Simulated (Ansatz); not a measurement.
# WS2 (Tungstenite): band gap by G0W0 on HSE06, part 2 of 2

How far does one-shot GW move the HSE06 gap of WS2 (Tungstenite)?

Ansatz 0.2.0; HSE06, then G0W0 on it, plane waves, PAW. Known limits of the many-body steps: finite bands, screening cutoff and k mesh; no spin-orbit coupling in G0W0.

So far. Step 2 (The starting point: HSE06): Over mesh and listed points the gap is 1.578 eV, from k = Γ to k = (0.167, 0.167, 0.000). The least direct gap found is 2.218 eV, at k = (0.333, 0.333, 0.000).

The database entry behind the starting cell differs from later determinations by our own check (an axis about 1.4 % long against later determinations), so it need not match the best structure at ambient conditions.

In doubt: masses and optical values from hybrid runs of this build are listed as unsure (step 3), which bears on the screening that GW takes from such a start.

## 3. The quasiparticle correction

G0W0 replaces the xc potential by a self-energy built once from the orbitals of the start. Levels are corrected in the window of bands that the input names, at points of the mesh.

This step: G0W0 on HSE06, plane waves, PAW.

Input file input.yaml:

```yaml
crystal:
  lattice:
    - [3.18, 0.0, 0.0]
    - [-1.59, 2.753960784, 0.0]
    - [0.0, 0.0, 12.5]
  atoms:
    - { symbol: W, position: [0.3333333333, 0.6666666667, 0.25] }
    - { symbol: W, position: [0.6666666667, 0.3333333333, 0.75] }
    - { symbol: S, position: [0.3333333333, 0.6666666667, 0.625] }
    - { symbol: S, position: [0.6666666667, 0.3333333333, 0.125] }
    - { symbol: S, position: [0.3333333333, 0.6666666667, 0.875] }
    - { symbol: S, position: [0.6666666667, 0.3333333333, 0.375] }
kpoints:
  mp_grid: { grid: [6, 6, 2] }
hamiltonian:
  xc: hse06
scf:
  occupations: { method: fixed }
gw:
  n_empty_bands: 867
  ecut_chi: 230.0
  qp_bands: [v2, c2]
  qp_kpoints: band_edges
  screening: { model: contour_deformation }
```

Started as:

```sh
$ ansatz run input.yaml --threads 3 --pin off --max-ram 64512MiB --backend cuda --events-out ev --progress --plain --runs-dir out --devices 1 --max-vram 24GiB  # rebuilt from the run's record
```

Numbers of over 12 decimals in the logs are rounded to 6 here.

The log of the run:

```text
GPUs: using 1 of 1 available (devices: 1).
[...]
GPU FFT provider: cuFFT
GPU libraries: cuBLAS 13.8.2, cuFFT 12.4.0, cuSOLVER 12.3.4
Crystal: 6 atoms, lattice volume = 109.470 Å³
Basis set: ecut = 420 eV, 2129 PW (Γ)
Bands: 32, of which v1, the nominal top of the filled ones, is band 26 counted from 1 (25 counted from 0)
Symmetry: 24 space group operations
[...]
k-points: 14 of 72
[...]
GPU buffer pool allocated for 51840 grid points (all kernels)
[...]
SCF iter   1: F=—  HF=-24382.780381 eV  |F-HF|=—  |Δ(HF+E_count)|=         —  Δρ=5.68e-3  dr2=1.67e-2  ethr=1.77e-3  ⟨swp⟩=6.4  Hψ=1970  notcnv=0
[...]
SCF iter   5: F=-24382.789371 eV  HF=-24382.789359 eV  |F-HF|=1.23e-5  |Δ(HF+E_count)|=   3.16e-4  Δρ=2.07e-4  dr2=2.69e-5  ethr=5.32e-8  ⟨swp⟩=3.4  Hψ=2248  notcnv=0  defer=1
SCF 1 stopped early in 5 iterations: F = -24382.789371 eV  dr2 = 2.69e-5
[...]
GPU FFT provider: cuFFT
GPU libraries: cuBLAS 13.8.2, cuFFT 12.4.0, cuSOLVER 12.3.4
[...]
GPU buffer pool allocated for 51840 grid points (all kernels)
[...]
Frozen-core exchange: fock
SCF iter   1: F=—  HF=-24386.883472 eV  |F-HF|=—  |Δ(HF+E_count)|=         —  Δρ=6.85e-3  dr2=9.06e-2  ethr=5.18e-7  ⟨swp⟩=7.1  Hψ=2482  notcnv=0
[...]
SCF iter   7: F=-24386.871198 eV  HF=-24386.871198 eV  |F-HF|=8.89e-8  |Δ(HF+E_count)|=   8.88e-6  Δρ=1.57e-5  dr2=1.55e-6  ethr=5.93e-8  ⟨swp⟩=3.0  Hψ=1139  notcnv=0
SCF 2 stopped early in 7 iterations: F = -24386.871198 eV  dr2 = 1.55e-6
[...]
hybrid outer 1: dexx = +1.593e-2 eV, tail = 1.83e-5 eV
GPU FFT provider: cuFFT
GPU libraries: cuBLAS 13.8.2, cuFFT 12.4.0, cuSOLVER 12.3.4
GPU buffer pool allocated for 51840 grid points (all kernels)
[...]
Frozen-core exchange: fock
SCF iter   1: F=—  HF=-24386.871162 eV  |F-HF|=—  |Δ(HF+E_count)|=         —  Δρ=4.92e-5  dr2=1.27e-6  ethr=1.76e-7  ⟨swp⟩=3.1  Hψ=1188  notcnv=0
[...]
SCF iter   3: F=-24386.871162 eV  HF=-24386.871162 eV  |F-HF|=1.46e-8  |Δ(HF+E_count)|=   7.92e-7  Δρ=5.59e-6  dr2=2.70e-8  ethr=1.88e-10  ⟨swp⟩=4.1  Hψ=1375  notcnv=0
SCF 3 converged in 3 iterations: F = -24386.871162 eV  dr2 = 2.70e-8
[...]
NSCF: frozen V_eff on 14 k-points
Exchange-term sweep: 0 of 14 (spin, k) points
Exchange-term sweep: 1 of 14 (spin, k) points
Exchange-term sweep: 2 of 14 (spin, k) points
Exchange-term sweep: 3 of 14 (spin, k) points
Exchange-term sweep: 4 of 14 (spin, k) points
Exchange-term sweep: 5 of 14 (spin, k) points
Exchange-term sweep: 6 of 14 (spin, k) points
Exchange-term sweep: 7 of 14 (spin, k) points
Exchange-term sweep: 8 of 14 (spin, k) points
Exchange-term sweep: 9 of 14 (spin, k) points
Exchange-term sweep: 10 of 14 (spin, k) points
Exchange-term sweep: 11 of 14 (spin, k) points
Exchange-term sweep: 12 of 14 (spin, k) points
Exchange-term sweep: 13 of 14 (spin, k) points
Exchange-term sweep: 14 of 14 (spin, k) points
G₀W₀ screening: q 1/14
[... further progress lines ...]
[...]
Free energy (F): -24386.871162 eV
Frozen-core exchange: fock
[...]
Internal energy: -24386.871162 eV  (E = F + TS)
E sigma→0 (E₀):  -24386.871162 eV
Fermi energy:    10.936866 eV
[...]
--- Band table (eV; the first three rows and the last of 14) ---
  k-point 0: bands = [... 22 lower, 8.4101, 9.0526, 9.7502, 10.9369, 13.8776, 13.8776, 13.8864]
  k-point 1: bands = [... 22 lower, 8.3856, 8.3856, 10.5873, 10.5873, 13.8710, 13.8710, 13.8710]
  k-point 2: bands = [... 22 lower, 8.2808, 9.1472, 9.6303, 10.0433, 13.1020, 13.5460, 13.7367]
  k-point 13: bands = [... 22 lower, 7.4380, 7.4380, 10.2498, 10.2498, 12.5649, 12.5649, 14.3289]
  guard bands above this table: 3 of the run's 32 bands. The solve was not asked for them (output.publish_guard_bands: true or output.eigenvalues: true publishes all)
--- G₀W₀: contour deformation, 7 samples at zero and on the imaginary axis and 2 off it, 72 q-points, 867 empty bands' worth ---
  eigenvalues of the whole cell's RPA ε∞ on this k-mesh (on a slab, of 1 + 4πα/V) = 4.5986, 11.1070, 11.1070; static W/v taken at q = 0 is 0.093228
  bands read: the sum over 893 bands ends inside a degenerate multiplet in 7 slots, whose members it reads at an even weight; the widest, k=1: bands 893 to 894 (counted from 1) at 1/2 each
  gw.qp_kpoints: band_edges: 10 of 14 stored k-points solved, in 1 pass; an edge of the gap read off the rows below is read off those points alone
    valence top: of the k-points left out ik 6 came nearest to being solved in a further pass, in band 26 (counted from 1, as in the quasiparticle table): it holds the edge there only if its correction is more favourable than any solved in that band by at least 1.634 eV; those differ by 0.098 eV
    conduction bottom: of the k-points left out ik 4 came nearest to being solved in a further pass, in band 27 (counted from 1, as in the quasiparticle table): it holds the edge there only if its correction is more favourable than any solved in that band by at least 0.674 eV; those differ by 0.097 eV
    ik  band        ε_KS         Σx   Σc(E_QP)       V_xc       Z   E_QP_lin       E_QP  E_QP is
     0    25      9.7502   -18.2111     0.7254   -17.2920  0.7738     9.5560     9.5564  root
     0    26     10.9369   -19.4602     0.2979   -18.9402  0.7770    10.7144    10.7148  root
     0    27     13.8776   -13.5478    -4.4075   -17.8718  0.7793    13.7942    13.7940  root
     0    28     13.8776   -13.5478    -4.4075   -17.8718  0.7793    13.7942    13.7940  root
     1    25     10.5873   -19.1383     0.5125   -18.4080  0.7774    10.3690    10.3695  root
     1    26     10.5873   -19.1383     0.5125   -18.4080  0.7774    10.3690    10.3695  root
     1    27     13.8710   -13.5141    -4.3865   -17.8127  0.7787    13.7832    13.7831  root
     1    28     13.8710   -13.5141    -4.3865   -17.8127  0.7787    13.7832    13.7831  root
     2    25      9.6303   -18.8115     0.8227   -17.8295  0.7720     9.4707     9.4710  root
     2    26     10.0433   -19.1489     0.6579   -18.3106  0.7750     9.8626     9.8630  root
     2    27     13.1020   -12.9809    -4.0707   -16.9040  0.7804    12.9546    12.9543  root
     2    28     13.5460   -13.9060    -4.1528   -17.9398  0.7717    13.4272    13.4270  root
     3    25      9.9537   -19.1571     0.7507   -18.2290  0.7745     9.7760     9.7764  root
     3    26      9.9537   -19.1571     0.7507   -18.2290  0.7745     9.7760     9.7764  root
     3    27     13.3916   -13.3626    -4.1861   -17.4100  0.7773    13.2532    13.2529  root
     3    28     13.3916   -13.3626    -4.1861   -17.4100  0.7773    13.2532    13.2529  root
     8    25      9.2299   -19.3716     0.9778   -18.2604  0.7691     9.0962     9.0965  root
     8    26      9.2642   -19.4146     0.9581   -18.3325  0.7687     9.1400     9.1403  root
     8    27     12.5145   -12.7248    -3.8866   -16.4884  0.7869    12.3915    12.3913  root
     8    28     13.3298   -13.9638    -4.2877   -18.1428  0.7744    13.2212    13.2210  root
     9    25      9.2519   -19.4008     0.9663   -18.3049  0.7689     9.1222     9.1224  root
     9    26      9.2519   -19.4008     0.9663   -18.3049  0.7689     9.1222     9.1224  root
     9    27     12.9000   -13.2549    -4.0583   -17.1981  0.7827    12.7850    12.7848  root
     9    28     12.9000   -13.2549    -4.0583   -17.1981  0.7827    12.7850    12.7848  root
    10    25      9.4555   -18.6406     0.8216   -17.6455  0.7761     9.2816     9.2820  root
    10    26      9.6089   -19.0063     0.7567   -18.0828  0.7760     9.4418     9.4421  root
    10    27     13.1724   -14.3656    -4.1700   -18.4105  0.7752    13.0475    13.0473  root
    10    28     13.6367   -15.6566    -4.3764   -19.9066  0.7643    13.5105    13.5102  root
    11    25      9.5408   -18.8538     0.7903   -17.8940  0.7760     9.3709     9.3712  root
    11    26      9.5408   -18.8538     0.7903   -17.8940  0.7760     9.3709     9.3712  root
    11    27     13.3904   -14.7854    -4.2487   -18.9074  0.7716    13.2639    13.2637  root
    11    28     13.3904   -14.7854    -4.2487   -18.9074  0.7716    13.2639    13.2637  root
    12    25     10.1673   -18.5790     0.3069   -18.0578  0.7803     9.9526     9.9530  root
    12    26     10.3461   -18.9976     0.2372   -18.5495  0.7800    10.1349    10.1352  root
    12    27     12.5646   -15.5627    -3.9307   -19.4431  0.7770    12.5144    12.5144  root
    12    28     12.5646   -15.5627    -3.9307   -19.4431  0.7770    12.5144    12.5144  root
    13    25     10.2498   -18.7532     0.2710   -18.2691  0.7803    10.0363    10.0367  root
    13    26     10.2498   -18.7532     0.2710   -18.2691  0.7803    10.0363    10.0367  root
    13    27     12.5649   -15.5678    -3.9307   -19.4483  0.7769    12.5147    12.5146  root
    13    28     12.5649   -15.5678    -3.9307   -19.4483  0.7769    12.5147    12.5146  root
```

Elapsed: 2.4 min, on 1 × NVIDIA H100 80GB HBM3 (shared by 3 runs) with 3 threads of AMD EPYC 7R13 (Zen 3), shared host; peak memory 3.8 GiB.

Numbers from this step:

```yaml
bands_summed: 893
rpa_eps_infinity_on_this_mesh_eigenvalues: 4.599, 11.11, 11.11
plane_waves_in_the_screening_matrix: 835
q_points_in_the_mesh: 72
g0w0_gap_over_the_corrected_points: 1.677 eV
k_of_the_valence_top: 0, 0, 0
k_of_the_conduction_bottom: 0.1667, 0.1667, 0
starting_gap_on_the_mesh: 1.578 eV
z_at_the_valence_top: 0.7770
z_at_the_conduction_bottom: 0.7869
least_direct_g0w0_gap_over_the_corrected_points: 2.379 eV
```

Over 10 of 14 irreducible mesh points the G0W0 gap is 1.677 eV, from k = Γ to k = (0.167, 0.167, 0.000). The HSE06 gap of this run on the mesh is 1.578 eV. The two states that bound the G0W0 gap lie that far apart at the start, so the correction of the gap is 1.677 − 1.578 = +0.099 eV.

Labels follow the order of the start: v1 is the top filled band, c1 the lowest empty one; levels that stay degenerate share a row, the window can cut a multiplet, doubted levels are not marked in this list, bands outside the window were not corrected, and the list may be a part of the corrected levels. The levels before and after the correction (eV, zero at the valence-band top of each column):

```
       conduction bottom  valence top
HSE06               1.58         0.00
 G0W0               1.68         0.00
```

```
                    level  occupation  energy (eV)
HSE06                Γ v2           2       -1.187
HSE06                Γ v1           2        0.000
HSE06             Γ c1-c2           0        2.941
HSE06  (0.167 0.167 0) v2           2       -1.707
HSE06  (0.167 0.167 0) v1           2       -1.673
HSE06  (0.167 0.167 0) c1           0        1.578
HSE06  (0.167 0.167 0) c2           0        2.393
 G0W0                Γ v2           2       -1.158
 G0W0                Γ v1           2        0.000
 G0W0             Γ c1-c2           0        3.079
 G0W0  (0.167 0.167 0) v2           2       -1.618
 G0W0  (0.167 0.167 0) v1           2       -1.575
 G0W0  (0.167 0.167 0) c1           0        1.677
 G0W0  (0.167 0.167 0) c2           0        2.506
```

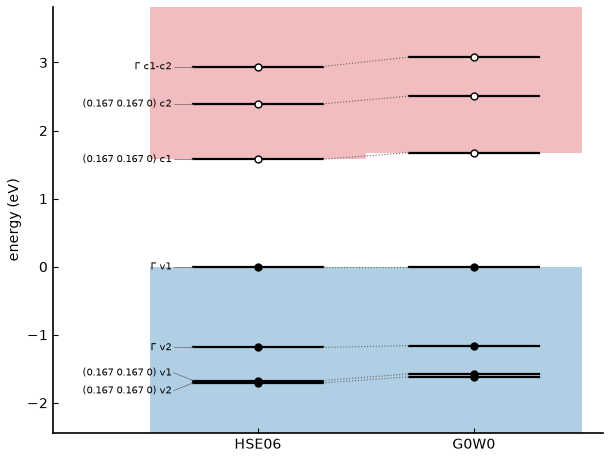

Levels before and after the correction. Shaded: valence and conduction bands. Filled marks are occupied levels, open marks empty ones.

The parts of the quasiparticle energy for the two states that bound the G0W0 gap, in eV on the run's own scale (QP = start + Σx + Σc − Vxc, with Σc at the quasiparticle energy):

```
             edge                      k  band   start       Σx      Σc      Vxc      Z      QP
      valence top                      Γ    26  10.937  −19.460   0.298  −18.940  0.777  10.715
conduction bottom  (0.167, 0.167, 0.000)    27  12.514  −12.725  −3.887  −16.488  0.787  12.391
```

For a hybrid start, Vxc holds its share of exact exchange.

## 4. Side by side

Each gap is the least one over the points named; times are wall times on shared hosts, not benchmarks. A G0W0 time includes the run's own self-consistent start. Runs with listed points see these and the mesh alone, so an edge that moves elsewhere is missed.

```
     level   mesh       files, cutoff  bands summed, screening                            points  gap (eV)  valence top      conduction bottom  least direct gap (eV)     time
     HSE06  6×6×2  soft_2 PAW, 420 eV                        -            mesh and listed points     1.578            Γ  (0.167, 0.167, 0.000)                  2.218     17 s
G0W0@HSE06  6×6×2  soft_2 PAW, 420 eV              893, 230 eV  10 of 14 irreducible mesh points     1.677            Γ  (0.167, 0.167, 0.000)                  2.379  2.4 min
```

## 5. What came out

```
HSE06 gap over mesh and listed points                : 1.578 eV, from k = Γ to k = (0.167, 0.167, 0.000)
G0W0@HSE06 gap over 10 of 14 irreducible mesh points : 1.677 eV, from k = Γ to k = (0.167, 0.167, 0.000)
GW settings                                          : 6×6×2 mesh, 867 empty bands, screening to 230 eV
known limits                                         : finite bands, screening cutoff and k mesh; no spin-orbit coupling in G0W0
```

Over 10 of 14 irreducible mesh points the G0W0 gap is 1.677 eV, from k = Γ to k = (0.167, 0.167, 0.000). The HSE06 gap of this run on the mesh is 1.578 eV. The two states that bound the G0W0 gap lie that far apart at the start, so the correction of the gap is 1.677 − 1.578 = +0.099 eV. The valence state moves by 10.715 − 10.937 = −0.222 eV and the conduction state by 12.391 − 12.514 = −0.123 eV, on the run's own scale; how far single levels stand from their limit in bands is not shown. Both edges that HSE06 shows over mesh and listed points lie at k points where levels were corrected. Levels at other points were not corrected, so a lower G0W0 gap elsewhere in the zone is not ruled out. No second run with other bands and screening cutoff is shown, so the distance to the basis limit is not known. On another start, G0W0@PBE runs of this series (6×6×2 mesh, soft_2 PAW; not shown as steps) give 1.364 eV with 168 bands and 69 eV, 1.437 eV with 428 bands and 138 eV and 1.467 eV with 893 bands and 230 eV. G0W0 on other starts in this series, not shown as steps and not all at these settings: 1.467 eV on PBE (6×6×2, soft_2 PAW, 893 bands, 230 eV) and 1.537 eV on r2SCAN (6×6×2, soft_2 PAW, 893 bands, 230 eV). Two runs of this series at another level, not shown as steps, test spin-orbit coupling. PBE+SOC against PBE: 0.996 − 1.046 = −0.050 eV, with the same mesh, set of files (read in its fully relativistic form for the spin-orbit run) and cutoff, and both edges at the same k points. The spin-orbit run sees mesh and listed points alone, so its gap is an upper bound: the coupling can move an edge off these points, and the change over the zone, its sign included where it is small, is not known. What spin-orbit coupling does to the G0W0 levels was not computed, so no sum with the G0W0 gap is formed. The G0W0 runs are scalar-relativistic. No pair of G0W0 runs that differ in the mesh alone is shown (6×6×2 is a supercell whose nearest images lie 19 Å apart), so the error from the mesh is not known here. G0W0 is shown with one set of atomic data (soft_2 PAW), so the error from the files is not known here.

[Paths, hosts, dates, memory and timing lines, banners, echoed tables and standing remarks are left out of the program output.]

[Logs are printed without paths, hosts, clocks, repeated set-up lines and the standing remarks that a program may print on its own settings, such as how far it seeks lower states.]

[Runs of the session that timed out or met a known fault of the program may be left out.]

[Cells called generated may have been cut or substituted from an entry of the Crystallography Open Database or the Materials Project.]

[Hosts, paths, dates, database ids (printed as entryN), source tags and the programs' standing remarks are cut or masked in the printed files.]

[Where an RPA ε∞ is given, it is that of the G0W0 mesh and is not shown converged in it. Names of k-points follow the symmetry that the program found, which can be lower than the space group named. Band edges on a path are those of the sampled points; other points can move an edge, and change direct to indirect where valleys lie close.]

[Hybrid gaps are those of their k-mesh and are not shown converged in it.]
